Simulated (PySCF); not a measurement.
# C3H4N2S: the cost of one run

Programs: PySCF 2.14.0, with routines of our own; each step states its level. All values are computed. Atoms count from 0.

### 1 The system as given

10 atoms, charge 0, multiplicity 1; geometry from: GFN2-xTB.

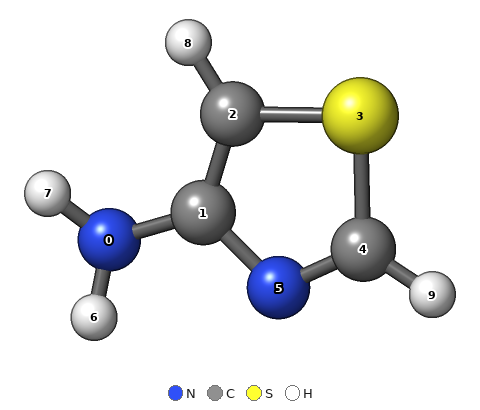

The starting geometry (nitrogen blue, carbon grey, sulfur yellow, hydrogen white).

### 2 Geometry optimisation at BHandHLYP/def2-SVP

What the job is given:

```
{"job": {"xc": "BHandHLYP", "basis": "def2-SVP", "grid": 1, "kind": "geom"}, "charge": 0, "multiplicity": 1}
N     -1.626954    -0.727158    -0.198297
C     -0.376659    -0.153679    -0.210251
C     -0.064321     1.107845    -0.641092
S      1.639750     1.350910    -0.580932
C      1.796005    -0.258822     0.030092
N      0.695820    -0.902879     0.170327
H     -1.693618    -1.539365     0.394668
H     -2.400244    -0.086421    -0.120636
H     -0.718901     1.878228    -0.990621
H      2.758004    -0.664005     0.271372
```

Started as:

```console
OMP_NUM_THREADS=1 python excited_run.py task.json out
```

One launch serves the whole session: the jobs run in the order shown.

**Question.** How long does this first job take on 1 thread of Arm Neoverse V2, shared host, and how much memory does it need?

About 24 s, with a peak of 0.55 GiB.
